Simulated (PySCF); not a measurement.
Vertical excitations of a molecule C3H7NSi from TDA-ωB97X/def2-SVPD (PySCF), as energy in eV (oscillator strength): 4.27 (0.001), 6.06 (0.008), 6.74 (0.452), 7.02 (0.014), 7.06 (0.022), 7.22 (0.012), 7.41 (0.796), 7.69 (0.262), 7.75 (0.005), 7.85 (0.086). Lowest triplet (TDA): 3.89 eV. Geometry optimised at r2SCAN-D4/def2-SVP. Other conformers were not sampled.

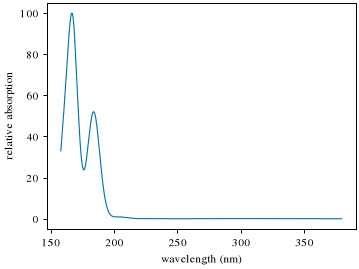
Fig. 1. The lines broadened by 0.4 eV.

**Question.** Identify the compound among the candidates.
A) C#C[C@H](N)[SiH3]
B) NC=C=C[SiH3]
C) C=C=CN[SiH3]
D) C=C=C(N)[SiH3]

**Answer.** B, NC=C=C[SiH3]
